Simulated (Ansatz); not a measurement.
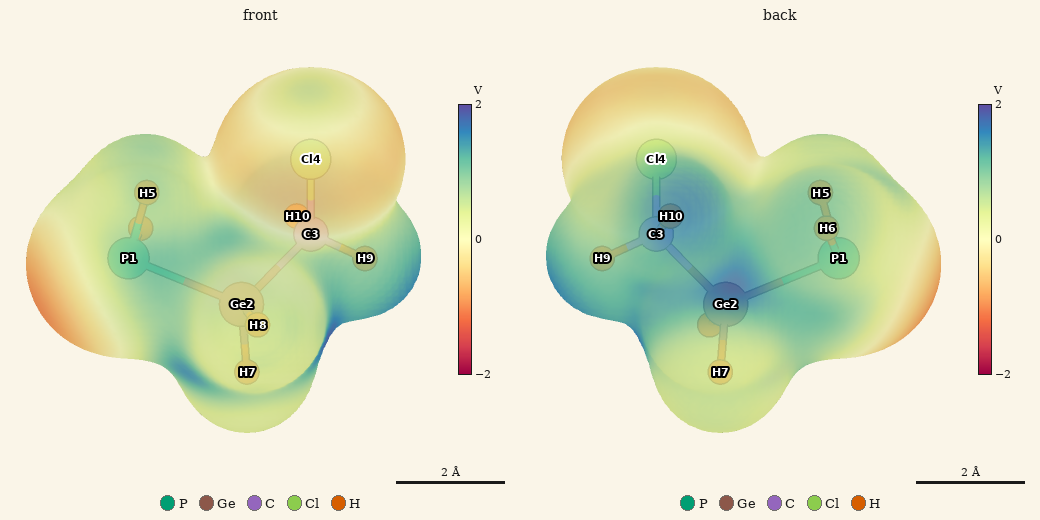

Figure 1: CH₆ClGeP. The electrostatic potential painted on the density surface at 0.004 e/bohr³, seen from the front and from behind; red is negative and blue positive.

Not at a stationary point (largest force 0.9 eV/Å).

The calculation used SCF revpbe, Gaussian basis in Ansatz.

```xyz
10

P     2.1558   -0.0340   -0.2624
Ge    0.0502   -0.9221   -0.3038
C    -1.2233    0.3687    0.4000
Cl   -1.3041    1.7786   -0.6804
H     1.7585    1.1972   -0.9224
H     2.0027    0.5062    1.0774
H     0.0184   -2.1978    0.5756
H    -0.3328   -1.2883   -1.7603
H    -2.2255   -0.1020    0.4660
H    -0.8999    0.6933    1.4103
```

Question: Describe the electrostatic potential map.

Answer: The most negative region (about −0.9 V) lies over P1, the most positive (about +1.7 V) over Ge2. Cl4 shows a σ-hole: about +0.5 V at the tip opposite its bond, against about −0.3 V on its flanks.
